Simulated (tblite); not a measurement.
**Geometry relaxation, with input and output: C3H6FOSi (part 1 of 2)**

- system: C3H6FOSi, multiplicity 2
- method: GFN2-xTB geometry optimisation, gas phase (tblite 0.8.0)

It belongs to a series of runs on one base structure; here: H removed from Si.

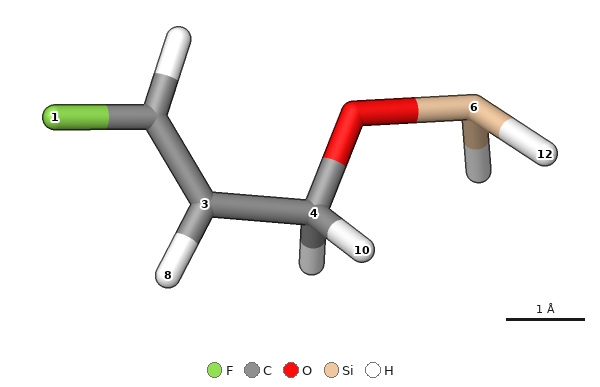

The starting structure (stick view, seen at a tilt; atoms are numbered from 1 in the order of the input). Bond lengths as drawn: C–C 1.32 to 1.51 Å, C–F 1.36 Å, C–H 1.08 to 1.11 Å, C–O 1.43 Å, H–Si 1.48 Å and O–Si 1.67 Å.

## Input
```
{"job": {"kind": "relax", "xc": "GFN2-xTB", "basis": "xTB"}, "charge": 0, "multiplicity": 2}
F      3.378700     0.087200     0.724400
C      2.028500     0.238900     0.666900
C      1.305100    -0.445400    -0.201900
C     -0.194600    -0.355800    -0.361100
O     -0.742000     0.546600     0.599600
Si    -2.394400     0.781200     0.592600
H      1.684200     0.941800     1.414300
H      1.814700    -1.110600    -0.881700
H     -0.604900    -1.370400    -0.196600
H     -0.427600    -0.036700    -1.370300
H     -3.047800    -0.529700     0.824500
H     -2.798800     1.252200    -0.748400
```

The first line tells a small driver script what to run in tblite; the rest is the geometry in Å.

Command:
```bash
OMP_NUM_THREADS=1 python <driver script> task.json out
```

## The program's output
```
step      E/eV     max force
  0    -543.08966    1.416
  1    -543.14116    0.582
  2    -543.16071    0.297
  3    -543.16618    0.221
  4    -543.17012    0.197
  5    -543.17248    0.175
  6    -543.17736    0.189
  7    -543.18009    0.145
  8    -543.18221    0.131
  9    -543.18460    0.142
 10    -543.18800    0.237
 11    -543.19167    0.246
 12    -543.19473    0.156
 13    -543.19720    0.154
 14    -543.20008    0.212
 15    -543.20360    0.241
 16    -543.20691    0.205
 17    -543.20952    0.127
 18    -543.21160    0.143
 19    -543.21329    0.140
 20    -543.21433    0.091
 21    -543.21478    0.051
 22    -543.21507    0.052
 23    -543.21551    0.074
 24    -543.21613    0.098
 25    -543.21680    0.078
 26    -543.21736    0.077
 27    -543.21788    0.074
 28    -543.21843    0.075
 29    -543.21894    0.067
 30    -543.21923    0.039
 31    -543.21938    0.043
 32    -543.21951    0.043
 33    -543.21966    0.046
 34    -543.21978    0.032
 35    -543.21986    0.025
 36    -543.21992    0.022
 37    -543.21997    0.023
 38    -543.22000    0.015
 39    -543.22002    0.009
```

## Trajectory as extended XYZ (Å, eV, eV/Å), 40 frames, from step=0 to step=39
```
12
Properties=species:S:1:pos:R:3:forces:R:3 step=0 energy=-543.08966
F     3.3787    0.0872    0.7244   -0.5040   0.0210  -0.0770
C     2.0285    0.2389    0.6669    0.2040  -0.0690   0.0720
C     1.3051   -0.4454   -0.2019   -0.0990   0.2590   0.0300
C    -0.1946   -0.3558   -0.3611    0.6870   0.0680   1.2360
O    -0.7420    0.5466    0.5996   -0.8390  -0.4040  -0.7260
Si   -2.3944    0.7812    0.5926    0.7340  -0.5420  -0.3670
H     1.6842    0.9418    1.4143   -0.0720  -0.0980  -0.1520
H     1.8147   -1.1106   -0.8817   -0.0670  -0.0860  -0.0700
H    -0.6049   -1.3704   -0.1966   -0.0140   0.2920  -0.1130
H    -0.4276   -0.0367   -1.3703   -0.1390   0.1020  -0.2620
H    -3.0478   -0.5297    0.8245    0.0800   0.3640   0.1200
H    -2.7988    1.2522   -0.7484    0.0290   0.0940   0.3090
12
Properties=species:S:1:pos:R:3:forces:R:3 step=1 energy=-543.14116
F     3.3715    0.0875    0.7233   -0.1740  -0.0020  -0.0580
C     2.0314    0.2380    0.6680   -0.0580  -0.0470   0.0290
C     1.3037   -0.4417   -0.2014    0.1970   0.1440   0.0730
C    -0.1848   -0.3549   -0.3435    0.2190   0.1110   0.1930
O    -0.7539    0.5408    0.5892   -0.3560  -0.2540  -0.3840
Si   -2.3839    0.7735    0.5874    0.2880  -0.3810  -0.3240
H     1.6831    0.9404    1.4121   -0.0830  -0.0590  -0.1020
H     1.8137   -1.1118   -0.8827   -0.1440   0.0020   0.0040
H    -0.6051   -1.3663   -0.1982    0.0210   0.1940  -0.0500
H    -0.4295   -0.0352   -1.3740    0.0390  -0.0770   0.2380
H    -3.0466   -0.5246    0.8262    0.0390   0.2700   0.1250
H    -2.7984    1.2536   -0.7440    0.0140   0.0990   0.2550
12
Properties=species:S:1:pos:R:3:forces:R:3 step=2 energy=-543.16071
F     3.3660    0.0876    0.7217    0.0340  -0.0030  -0.0220
C     2.0308    0.2367    0.6689    0.0370   0.0970   0.1710
C     1.3078   -0.4376   -0.1997   -0.0140  -0.0650  -0.1180
C    -0.1777   -0.3521   -0.3352    0.0630  -0.0380  -0.2230
O    -0.7647    0.5338    0.5782    0.1170  -0.0950  -0.0940
Si   -2.3750    0.7631    0.5788   -0.1320  -0.1620  -0.2090
H     1.6810    0.9387    1.4093   -0.1060  -0.0030  -0.0320
H     1.8103   -1.1120   -0.8829   -0.1270   0.0240   0.0170
H    -0.6047   -1.3609   -0.1997    0.0690   0.1040  -0.0200
H    -0.4291   -0.0367   -1.3695    0.1130  -0.0950   0.2580
H    -3.0455   -0.5173    0.8294   -0.0330   0.1180   0.1340
H    -2.7980    1.2561   -0.7372   -0.0220   0.1190   0.1400
12
Properties=species:S:1:pos:R:3:forces:R:3 step=3 energy=-543.16618
F     3.3647    0.0876    0.7209    0.1030   0.0060   0.0060
C     2.0316    0.2380    0.6721   -0.1150  -0.1020  -0.1000
C     1.3082   -0.4375   -0.2013    0.1250   0.0970   0.1130
C    -0.1741   -0.3522   -0.3354    0.0100  -0.0790  -0.2060
O    -0.7661    0.5301    0.5733    0.1540  -0.0120   0.0080
Si   -2.3744    0.7574    0.5730   -0.1200  -0.0650  -0.1140
H     1.6787    0.9382    1.4080   -0.1220   0.0630   0.0440
H     1.8073   -1.1118   -0.8827   -0.0700  -0.0180  -0.0280
H    -0.6034   -1.3576   -0.2005    0.0660   0.0130  -0.0150
H    -0.4273   -0.0384   -1.3646    0.1010  -0.0590   0.1070
H    -3.0457   -0.5132    0.8325   -0.0810   0.0190   0.1390
H    -2.7982    1.2588   -0.7330   -0.0510   0.1390   0.0470
12
Properties=species:S:1:pos:R:3:forces:R:3 step=4 energy=-543.17012
F     3.3652    0.0877    0.7204    0.0480   0.0210   0.0220
C     2.0302    0.2368    0.6725    0.0630   0.0580   0.0840
C     1.3108   -0.4352   -0.2002   -0.0250  -0.0770  -0.0810
C    -0.1705   -0.3537   -0.3382    0.0230  -0.0520  -0.0440
O    -0.7650    0.5268    0.5691    0.0670   0.0490   0.0620
Si   -2.3755    0.7515    0.5661    0.0030   0.0120  -0.0040
H     1.6745    0.9390    1.4077   -0.0860   0.0230   0.0120
H     1.8037   -1.1121   -0.8833   -0.0280  -0.0140  -0.0240
H    -0.6012   -1.3547   -0.2015    0.0580  -0.0980  -0.0110
H    -0.4242   -0.0407   -1.3593    0.0770  -0.0070  -0.1040
H    -3.0474   -0.5096    0.8377   -0.1210  -0.0710   0.1380
H    -2.7994    1.2636   -0.7287   -0.0790   0.1560  -0.0510
12
Properties=species:S:1:pos:R:3:forces:R:3 step=5 energy=-543.17248
F     3.3663    0.0881    0.7205    0.0120   0.0330   0.0330
C     2.0305    0.2372    0.6739    0.0230   0.0010   0.0030
C     1.3115   -0.4355   -0.2010    0.0250  -0.0100   0.0090
C    -0.1690   -0.3552   -0.3403    0.0140  -0.0180   0.0490
O    -0.7633    0.5264    0.5687    0.0080   0.0290   0.0280
Si   -2.3760    0.7496    0.5636    0.0510   0.0120   0.0220
H     1.6715    0.9397    1.4079   -0.0640   0.0100   0.0030
H     1.8019   -1.1124   -0.8839    0.0080  -0.0340  -0.0430
H    -0.5995   -1.3553   -0.2020    0.0500  -0.1140  -0.0130
H    -0.4217   -0.0417   -1.3590    0.0580   0.0080  -0.1620
H    -3.0500   -0.5095    0.8418   -0.1090  -0.0600   0.1230
H    -2.8011    1.2679   -0.7280   -0.0760   0.1430  -0.0530
12
Properties=species:S:1:pos:R:3:forces:R:3 step=6 energy=-543.17736
F     3.3688    0.0899    0.7218   -0.0590   0.0610   0.0610
C     2.0314    0.2378    0.6768   -0.0090  -0.0370  -0.0710
C     1.3146   -0.4358   -0.2018    0.0530   0.0300   0.0810
C    -0.1648   -0.3586   -0.3436   -0.0100   0.0420   0.1440
O    -0.7596    0.5254    0.5672   -0.0910  -0.0270  -0.0490
Si   -2.3759    0.7443    0.5573    0.0670   0.0140   0.0590
H     1.6628    0.9413    1.4080    0.0010  -0.0400  -0.0350
H     1.7978   -1.1142   -0.8865    0.0720  -0.0420  -0.0450
H    -0.5939   -1.3589   -0.2038    0.0430  -0.1050  -0.0190
H    -0.4142   -0.0442   -1.3615    0.0340   0.0110  -0.1860
H    -3.0587   -0.5096    0.8550   -0.0530   0.0090   0.0700
H    -2.8070    1.2819   -0.7268   -0.0490   0.0850  -0.0090
12
Properties=species:S:1:pos:R:3:forces:R:3 step=7 energy=-543.18009
F     3.3696    0.0923    0.7237   -0.0640   0.0730   0.0780
C     2.0321    0.2381    0.6783   -0.0250  -0.0370  -0.0860
C     1.3175   -0.4360   -0.2016    0.0350   0.0080   0.0660
C    -0.1618   -0.3603   -0.3443   -0.0220   0.0370   0.0890
O    -0.7584    0.5239    0.5651   -0.1150  -0.0500  -0.0730
Si   -2.3751    0.7404    0.5533    0.0110   0.0280   0.0660
H     1.6565    0.9417    1.4073    0.0360  -0.0600  -0.0470
H     1.7958   -1.1160   -0.8889    0.0950  -0.0220  -0.0210
H    -0.5890   -1.3629   -0.2054    0.0460  -0.0640  -0.0240
H    -0.4080   -0.0461   -1.3655    0.0330  -0.0090  -0.1190
H    -3.0657   -0.5092    0.8658   -0.0090   0.0630   0.0280
H    -2.8121    1.2935   -0.7255   -0.0220   0.0320   0.0430
12
Properties=species:S:1:pos:R:3:forces:R:3 step=8 energy=-543.18221
F     3.3693    0.0956    0.7267   -0.0350   0.0730   0.0820
C     2.0325    0.2382    0.6787   -0.0260  -0.0190  -0.0650
C     1.3199   -0.4367   -0.2011    0.0010  -0.0320   0.0100
C    -0.1599   -0.3613   -0.3443   -0.0190  -0.0010  -0.0170
O    -0.7592    0.5218    0.5622   -0.0970  -0.0540  -0.0700
Si   -2.3748    0.7380    0.5512   -0.0570   0.0510   0.0620
H     1.6520    0.9409    1.4058    0.0430  -0.0540  -0.0390
H     1.7957   -1.1176   -0.8910    0.0940   0.0040   0.0110
H    -0.5841   -1.3671   -0.2071    0.0470  -0.0170  -0.0280
H    -0.4023   -0.0480   -1.3702    0.0360  -0.0340  -0.0300
H    -3.0714   -0.5075    0.8749    0.0170   0.0940  -0.0010
H    -2.8164    1.3032   -0.7235   -0.0030  -0.0090   0.0840
12
Properties=species:S:1:pos:R:3:forces:R:3 step=9 energy=-543.18460
F     3.3684    0.1004    0.7315    0.0070   0.0590   0.0710
C     2.0325    0.2380    0.6779   -0.0200   0.0060  -0.0240
C     1.3222   -0.4384   -0.2008   -0.0280  -0.0660  -0.0530
C    -0.1582   -0.3626   -0.3449   -0.0060  -0.0520  -0.1250
O    -0.7620    0.5188    0.5580   -0.0560  -0.0500  -0.0570
Si   -2.3759    0.7368    0.5505   -0.1070   0.0760   0.0550
H     1.6484    0.9390    1.4036    0.0280  -0.0310  -0.0170
H     1.7977   -1.1191   -0.8928    0.0800   0.0250   0.0390
H    -0.5782   -1.3717   -0.2094    0.0370   0.0220  -0.0330
H    -0.3957   -0.0507   -1.3757    0.0330  -0.0550   0.0540
H    -3.0770   -0.5040    0.8842    0.0270   0.1040  -0.0200
H    -2.8210    1.3129   -0.7198    0.0060  -0.0390   0.1100
12
Properties=species:S:1:pos:R:3:forces:R:3 step=10 energy=-543.18800
F     3.3671    0.1087    0.7399    0.0510   0.0300   0.0400
C     2.0320    0.2377    0.6758   -0.0050   0.0330   0.0340
C     1.3249   -0.4420   -0.2010   -0.0380  -0.0760  -0.1090
C    -0.1562   -0.3655   -0.3476    0.0140  -0.1040  -0.2130
O    -0.7675    0.5134    0.5508    0.0050  -0.0450  -0.0430
Si   -2.3792    0.7371    0.5513   -0.1200   0.0990   0.0490
H     1.6440    0.9356    1.4001   -0.0110   0.0120   0.0180
H     1.8027   -1.1208   -0.8947    0.0580   0.0360   0.0600
H    -0.5690   -1.3783   -0.2135    0.0060   0.0480  -0.0400
H    -0.3858   -0.0555   -1.3833    0.0140  -0.0700   0.1220
H    -3.0844   -0.4969    0.8969    0.0200   0.0950  -0.0350
H    -2.8275    1.3258   -0.7124    0.0040  -0.0590   0.1170
12
Properties=species:S:1:pos:R:3:forces:R:3 step=11 energy=-543.19167
F     3.3661    0.1190    0.7506    0.0660  -0.0060  -0.0030
C     2.0311    0.2374    0.6731    0.0090   0.0480   0.0830
C     1.3279   -0.4469   -0.2024   -0.0120  -0.0420  -0.1150
C    -0.1536   -0.3703   -0.3533    0.0330  -0.1210  -0.2120
O    -0.7744    0.5062    0.5414    0.0560  -0.0400  -0.0380
Si   -2.3845    0.7398    0.5539   -0.0600   0.1020   0.0510
H     1.6390    0.9318    1.3964   -0.0600   0.0530   0.0490
H     1.8102   -1.1225   -0.8960    0.0410   0.0270   0.0580
H    -0.5586   -1.3855   -0.2191   -0.0380   0.0370  -0.0490
H    -0.3745   -0.0620   -1.3909   -0.0200  -0.0670   0.1200
H    -3.0924   -0.4869    0.9104   -0.0020   0.0680  -0.0380
H    -2.8349    1.3393   -0.7019   -0.0130  -0.0590   0.0930
12
Properties=species:S:1:pos:R:3:forces:R:3 step=12 energy=-543.19473
F     3.3657    0.1279    0.7600    0.0420  -0.0320  -0.0380
C     2.0302    0.2374    0.6715    0.0090   0.0420   0.0960
C     1.3309   -0.4510   -0.2046    0.0290   0.0210  -0.0660
C    -0.1509   -0.3764   -0.3607    0.0410  -0.0940  -0.1170
O    -0.7803    0.4988    0.5319    0.0780  -0.0360  -0.0370
Si   -2.3894    0.7442    0.5577    0.0450   0.0770   0.0590
H     1.6337    0.9293    1.3939   -0.0890   0.0710   0.0580
H     1.8183   -1.1237   -0.8962    0.0390   0.0050   0.0390
H    -0.5505   -1.3914   -0.2250   -0.0760  -0.0070  -0.0560
H    -0.3655   -0.0688   -1.3965   -0.0540  -0.0480   0.0440
H    -3.0994   -0.4768    0.9212   -0.0270   0.0410  -0.0310
H    -2.8416    1.3497   -0.6910   -0.0370  -0.0390   0.0510
12
Properties=species:S:1:pos:R:3:forces:R:3 step=13 energy=-543.19720
F     3.3660    0.1343    0.7665   -0.0020  -0.0400  -0.0540
C     2.0294    0.2379    0.6716   -0.0040   0.0230   0.0750
C     1.3340   -0.4533   -0.2070    0.0570   0.0740   0.0020
C    -0.1481   -0.3825   -0.3680    0.0370  -0.0470   0.0020
O    -0.7836    0.4923    0.5237    0.0780  -0.0300  -0.0330
Si   -2.3919    0.7491    0.5620    0.1370   0.0350   0.0600
H     1.6282    0.9286    1.3931   -0.0900   0.0640   0.0470
H     1.8255   -1.1246   -0.8958    0.0460  -0.0100   0.0190
H    -0.5459   -1.3962   -0.2306   -0.0890  -0.0530  -0.0580
H    -0.3599   -0.0748   -1.4003   -0.0760  -0.0260  -0.0530
H    -3.1050   -0.4681    0.9286   -0.0400   0.0280  -0.0230
H    -2.8474    1.3567   -0.6817   -0.0540  -0.0160   0.0150
12
Properties=species:S:1:pos:R:3:forces:R:3 step=14 energy=-543.20008
F     3.3663    0.1403    0.7725   -0.0580  -0.0350  -0.0530
C     2.0283    0.2390    0.6734   -0.0270  -0.0030   0.0320
C     1.3384   -0.4545   -0.2098    0.0620   0.1040   0.0730
C    -0.1444   -0.3904   -0.3763    0.0200   0.0080   0.1100
O    -0.7854    0.4845    0.5140    0.0690  -0.0170  -0.0170
Si   -2.3920    0.7553    0.5681    0.2060  -0.0200   0.0440
H     1.6204    0.9292    1.3931   -0.0670   0.0390   0.0220
H     1.8345   -1.1257   -0.8946    0.0550  -0.0130   0.0070
H    -0.5428   -1.4024   -0.2380   -0.0780  -0.0880  -0.0550
H    -0.3554   -0.0820   -1.4052   -0.0820  -0.0080  -0.1420
H    -3.1118   -0.4577    0.9360   -0.0400   0.0290  -0.0140
H    -2.8548    1.3636   -0.6709   -0.0600   0.0040  -0.0060
12
Properties=species:S:1:pos:R:3:forces:R:3 step=15 energy=-543.20360
F     3.3658    0.1469    0.7787   -0.1120  -0.0170  -0.0360
C     2.0267    0.2409    0.6771   -0.0580  -0.0240  -0.0240
C     1.3445   -0.4545   -0.2128    0.0320   0.0900   0.1190
C    -0.1393   -0.4004   -0.3860   -0.0100   0.0570   0.1610
O    -0.7856    0.4747    0.5021    0.0600   0.0020   0.0130
Si   -2.3885    0.7625    0.5762    0.2290  -0.0760   0.0050
H     1.6093    0.9309    1.3938   -0.0230   0.0020  -0.0100
H     1.8464   -1.1269   -0.8926    0.0580   0.0050   0.0100
H    -0.5406   -1.4114   -0.2484   -0.0380  -0.0940  -0.0470
H    -0.3514   -0.0915   -1.4131   -0.0660  -0.0020  -0.1840
H    -3.1209   -0.4441    0.9446   -0.0230   0.0410  -0.0040
H    -2.8651    1.3720   -0.6574   -0.0500   0.0160  -0.0030
12
Properties=species:S:1:pos:R:3:forces:R:3 step=16 energy=-543.20691
F     3.3638    0.1527    0.7837   -0.1290   0.0040  -0.0080
C     2.0242    0.2430    0.6812   -0.0800  -0.0260  -0.0610
C     1.3505   -0.4536   -0.2146   -0.0280   0.0270   0.1050
C    -0.1344   -0.4096   -0.3941   -0.0410   0.0700   0.1130
O    -0.7837    0.4654    0.4912    0.0630   0.0190   0.0460
Si   -2.3815    0.7681    0.5836    0.1740  -0.0990  -0.0420
H     1.5977    0.9329    1.3945    0.0200  -0.0270  -0.0310
H     1.8586   -1.1275   -0.8900    0.0500   0.0360   0.0270
H    -0.5391   -1.4213   -0.2594    0.0170  -0.0600  -0.0330
H    -0.3487   -0.1011   -1.4228   -0.0300  -0.0120  -0.1430
H    -3.1302   -0.4300    0.9529    0.0050   0.0550   0.0030
H    -2.8759    1.3803   -0.6439   -0.0210   0.0130   0.0220
12
Properties=species:S:1:pos:R:3:forces:R:3 step=17 energy=-543.20952
F     3.3602    0.1571    0.7873   -0.1070   0.0180   0.0150
C     2.0211    0.2446    0.6840   -0.0830  -0.0090  -0.0610
C     1.3540   -0.4531   -0.2150   -0.0830  -0.0480   0.0430
C    -0.1313   -0.4158   -0.3993   -0.0520   0.0400   0.0070
O    -0.7805    0.4587    0.4839    0.0770   0.0270   0.0650
Si   -2.3732    0.7704    0.5879    0.0730  -0.0790  -0.0680
H     1.5889    0.9342    1.3945    0.0380  -0.0310  -0.0290
H     1.8683   -1.1271   -0.8872    0.0330   0.0590   0.0430
H    -0.5376   -1.4296   -0.2684    0.0570  -0.0080  -0.0180
H    -0.3470   -0.1089   -1.4319    0.0050  -0.0250  -0.0540
H    -3.1372   -0.4182    0.9595    0.0300   0.0550   0.0070
H    -2.8845    1.3870   -0.6330    0.0130   0.0010   0.0480
12
Properties=species:S:1:pos:R:3:forces:R:3 step=18 energy=-543.21160
F     3.3553    0.1610    0.7905   -0.0670   0.0180   0.0240
C     2.0172    0.2458    0.6851   -0.0710   0.0120  -0.0360
C     1.3551   -0.4539   -0.2146   -0.1040  -0.0950  -0.0260
C    -0.1298   -0.4199   -0.4033   -0.0400  -0.0060  -0.0880
O    -0.7766    0.4540    0.4794    0.0780   0.0240   0.0620
Si   -2.3657    0.7704    0.5897   -0.0150  -0.0350  -0.0650
H     1.5827    0.9344    1.3939    0.0270  -0.0160  -0.0120
H     1.8763   -1.1256   -0.8844    0.0160   0.0610   0.0450
H    -0.5349   -1.4362   -0.2757    0.0670   0.0340  -0.0030
H    -0.3451   -0.1155   -1.4400    0.0250  -0.0290   0.0310
H    -3.1423   -0.4081    0.9653    0.0440   0.0380   0.0100
H    -2.8910    1.3928   -0.6236    0.0400  -0.0070   0.0560
12
Properties=species:S:1:pos:R:3:forces:R:3 step=19 energy=-543.21329
F     3.3497    0.1650    0.7941   -0.0310   0.0100   0.0190
C     2.0125    0.2467    0.6848   -0.0530   0.0250  -0.0070
C     1.3545   -0.4562   -0.2144   -0.0800  -0.0940  -0.0670
C    -0.1291   -0.4234   -0.4077   -0.0140  -0.0390  -0.1240
O    -0.7725    0.4502    0.4763    0.0550   0.0140   0.0390
Si   -2.3596    0.7698    0.5900   -0.0540   0.0070  -0.0390
H     1.5777    0.9342    1.3931   -0.0020   0.0070   0.0090
H     1.8836   -1.1235   -0.8815    0.0040   0.0390   0.0290
H    -0.5310   -1.4415   -0.2820    0.0470   0.0470   0.0090
H    -0.3426   -0.1216   -1.4470    0.0250  -0.0200   0.0760
H    -3.1461   -0.3986    0.9710    0.0470   0.0100   0.0150
H    -2.8960    1.3983   -0.6144    0.0550  -0.0060   0.0410
12
Properties=species:S:1:pos:R:3:forces:R:3 step=20 energy=-543.21433
F     3.3451    0.1682    0.7971   -0.0180   0.0000   0.0080
C     2.0080    0.2474    0.6839   -0.0370   0.0220   0.0080
C     1.3531   -0.4589   -0.2148   -0.0300  -0.0500  -0.0590
C    -0.1287   -0.4263   -0.4121    0.0050  -0.0380  -0.0830
O    -0.7693    0.4476    0.4744    0.0210   0.0000   0.0070
Si   -2.3560    0.7695    0.5899   -0.0370   0.0260  -0.0060
H     1.5743    0.9341    1.3925   -0.0300   0.0210   0.0170
H     1.8890   -1.1217   -0.8793    0.0030   0.0060   0.0030
H    -0.5274   -1.4447   -0.2862    0.0150   0.0270   0.0140
H    -0.3405   -0.1260   -1.4511    0.0110  -0.0010   0.0600
H    -3.1480   -0.3919    0.9754    0.0430  -0.0160   0.0200
H    -2.8985    1.4021   -0.6075    0.0540   0.0050   0.0100
```
